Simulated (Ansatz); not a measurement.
**BCl2GeH3 (SMILES Cl[B](Cl)[GeH3]): density, localisation and related maps**

Input file:

```
crystal:
  periodic: [false, false, false]
  atoms:
    - {symbol: Cl, position_ang: [1.749483, -1.428176, 1.208661]}
    - {symbol: B, position_ang: [0.206434, -1.021888, 0.511498]}
    - {symbol: Cl, position_ang: [-1.082439, -2.191765, 0.604683]}
    - {symbol: Ge, position_ang: [-0.123133, 0.798523, -0.412224]}
    - {symbol: H, position_ang: [-0.556201, 0.560552, -1.868343]}
    - {symbol: H, position_ang: [-1.266108, 1.534322, 0.306687]}
    - {symbol: H, position_ang: [1.133265, 1.680531, -0.396661]}
basis:
  gaussian: {orbitals: def2-TZVPP}
hamiltonian: {xc: pbe0, dispersion: d4}
output: {orbitals: {seedname: orbitals}}
```

Launched as:

```sh
ansatz run in.yaml --threads 2 --pin off --events-out ev --progress --plain --max-ram 32768MiB --backend cpu
```

Geometry: PBE0-D4/def2-TZVP.

Method: Ansatz, RKS PBE0-D4/def2-TZVPP.

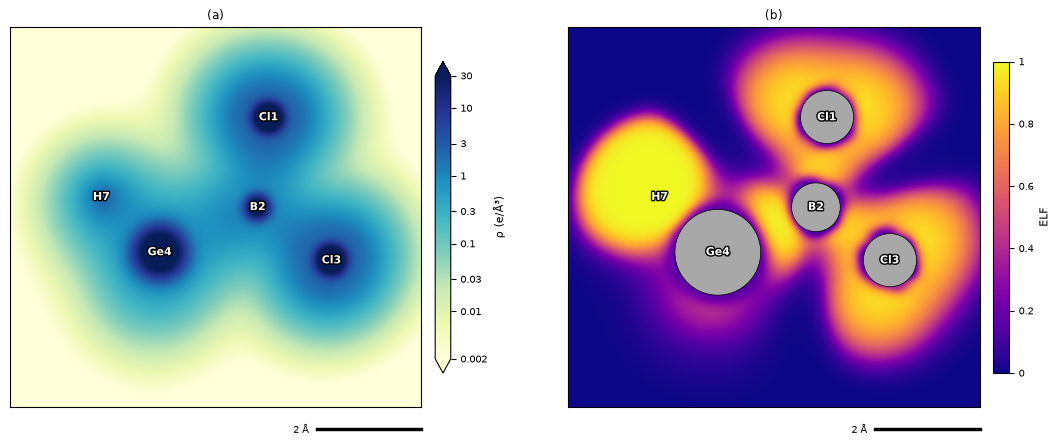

Figure 1. (a) electron density; (b) ELF on the plane of atoms B2, Ge4 and H7. Grey discs cover the atomic cores in the ELF map.

**Describe what can be read from this map.**

- The plane passes through Cl, B, Ge and H nuclei.
- B–Cl (1.74 Å): the density is about 1.4 e/Å³ at the midpoint; the ELF peaks at about 0.90 between the atoms (a polar covalent bond).
- Ge–B (2.07 Å): ρ is about 0.77 e/Å³ halfway; the ELF peaks at about 1 between the atoms: a shared electron pair.
- Ge–H (1.54 Å): ρ is about 1.1 e/Å³ halfway; the ELF climbs to about 1 towards the hydrogen.
- The ELF also peaks beside Cl3 and Cl1, away from the bonds: lone-pair regions.

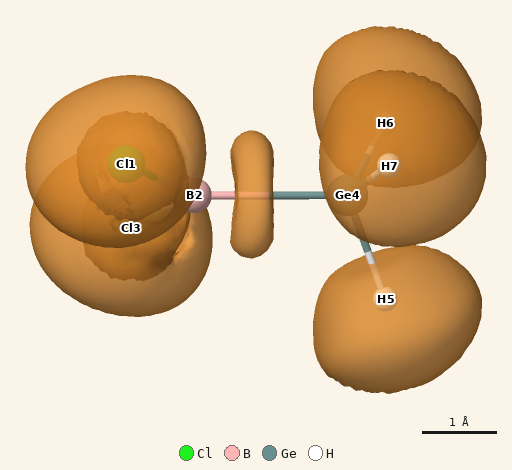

Figure 2. Isosurface of the ELF at 0.8 (orange), seen from one side. Only the valence region is drawn (cores and ρ < 0.01 e/Å³ removed).

**What do the ELF domains correspond to?**

The surface consists of one region between bonded B–Ge atoms (shared pairs), three regions around hydrogen nuclei and two regions on Cl in which the atom's valence shell and bonds are merged.

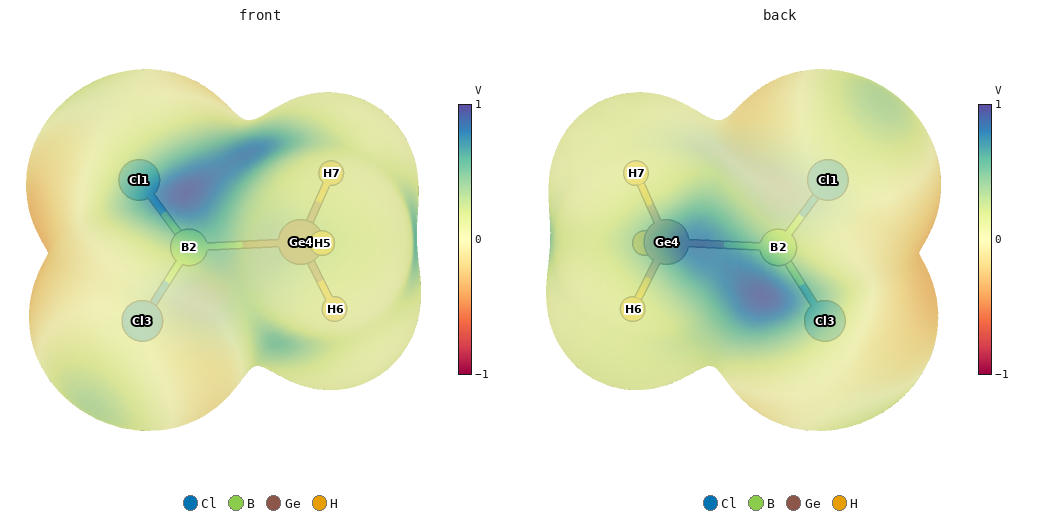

Figure 3. The electrostatic potential painted on the density surface at 0.001 e/bohr³, seen from the front and from behind; the colour scale runs from red (negative) to blue (positive).

**Where is the surface potential most negative and most positive?**

The most negative region (about −0.3 V) lies over Cl1 and Cl3, the most positive (about +0.9 V) over B2. Cl1 shows a σ-hole: about +0.4 V at the tip opposite its bond, against about −0.1 V on its flanks. Cl3 shows a σ-hole: about +0.3 V at the tip opposite its bond, against about −0.1 V on its flanks.

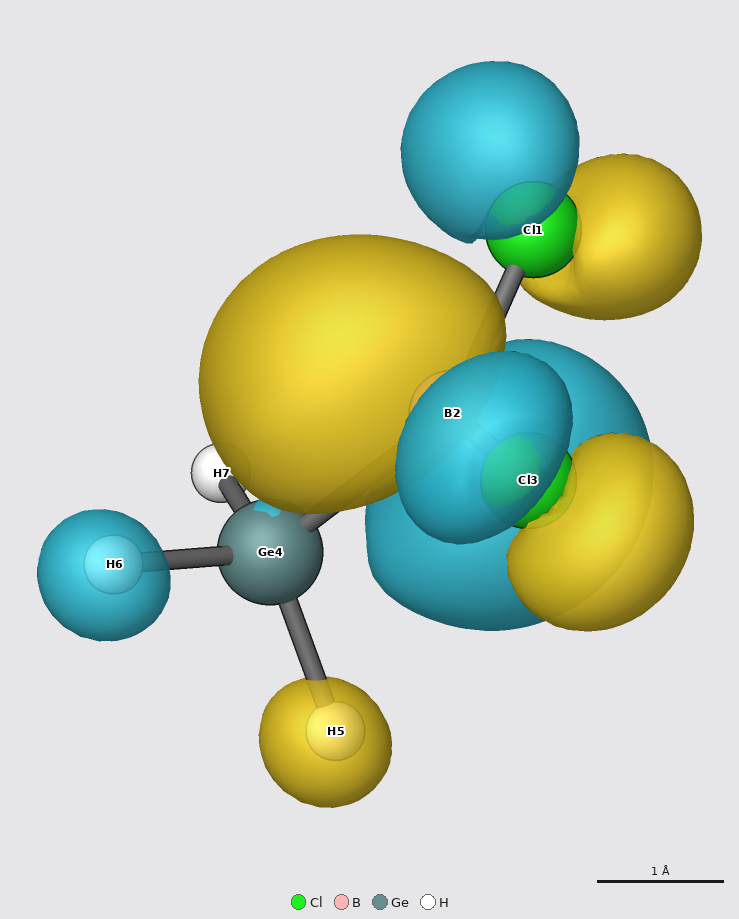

Figure 4. One frontier orbital at ±0.1 Å⁻³ᐟ² (yellow and cyan are the two phases), seen at an oblique angle.

**Which orbital is it: HOMO or LUMO?**

The LUMO, at −2.11 eV. Its weight (Hirshfeld) is mainly on B2 (about 45 %), Cl1 (about 15 %), Cl3 (about 15 %) and Ge4 (about 15 %).
